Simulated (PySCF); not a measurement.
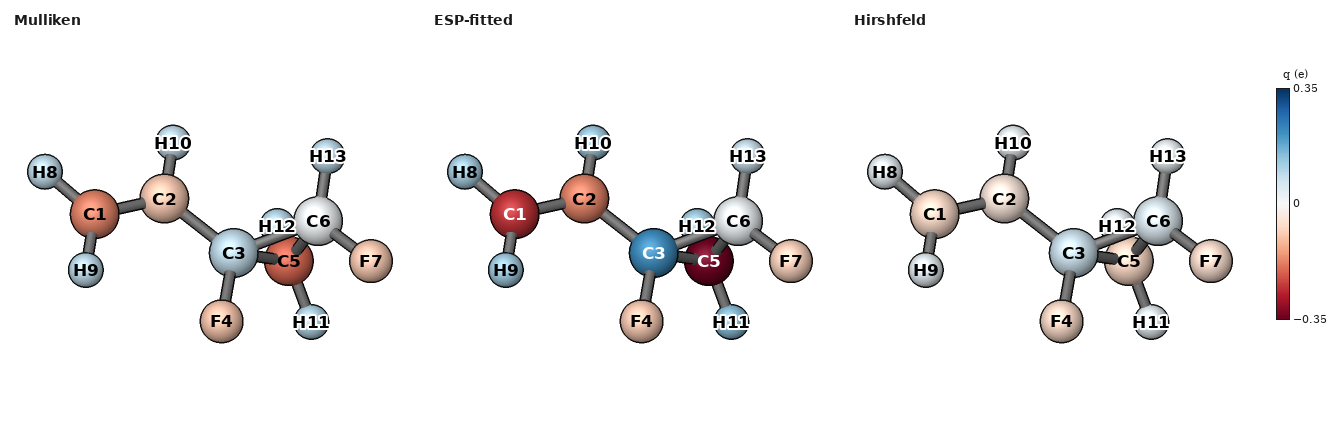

Atomic charges of one calculation by 3 schemes, on one colour scale. Computed geometry: PBE0-D3(BJ)/def2-SVP optimisation. No frequency run is at hand to confirm it as a minimum. Level of theory: PBE0/STO-3G (PySCF 2.14.0).

Which scheme gives the most polar picture (largest mean size of the charges)?

Answer. The ESP-fitted charges are the largest in size here, and the Hirshfeld charges the smallest.

On which atom do the schemes disagree most?

Answer. On C5 (from −0.34 to −0.07 e).

List the charges (e), one line for each set of equivalent atoms.

| atom | Mulliken | ESP-fitted | Hirshfeld |
| --- | --- | --- | --- |
| C1 | −0.17 | −0.25 | −0.07 |
| C2 | −0.09 | −0.17 | −0.04 |
| C3 | 0.09 | 0.22 | 0.07 |
| F4 | −0.10 | −0.09 | −0.06 |
| C5 | −0.20 | −0.34 | −0.07 |
| C6 | 0.01 | 0.02 | 0.05 |
| F7 | −0.09 | −0.08 | −0.06 |
| H8 | 0.09 | 0.11 | 0.03 |
| H9 | 0.09 | 0.12 | 0.03 |
| H10 | 0.08 | 0.12 | 0.03 |
| H11 | 0.10 | 0.14 | 0.03 |
| H12 | 0.10 | 0.12 | 0.03 |
| H13 | 0.09 | 0.08 | 0.02 |
